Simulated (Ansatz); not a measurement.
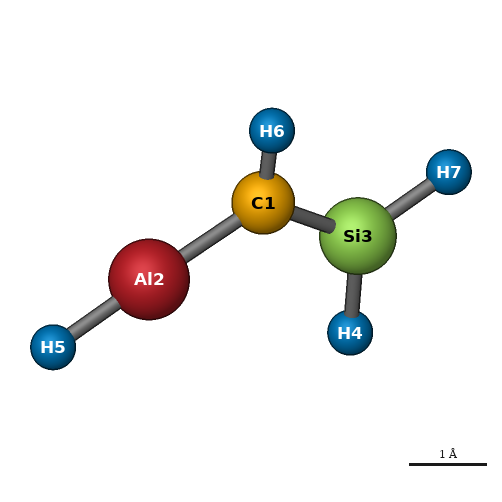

Numbered structure. Charge +1, singlet. Computed geometry: PBE0-D4/def2-TZVP optimisation. No frequency run is at hand to confirm it as a minimum.

> Describe the coordination of atom 1.

C1 has 3 neighbours (Al2 at 1.83, Si3 at 1.72, H6 at 1.09 Å); the arrangement is trigonal planar.

> Describe the coordination of atom 3.

Si3 has 3 neighbours (C1 at 1.72, H4 at 1.48, H7 at 1.47 Å); the arrangement is trigonal planar.

> How are the neighbours of atom 2 arranged?

Al2 has 2 neighbours (C1 at 1.83, H5 at 1.56 Å); the arrangement is linear.
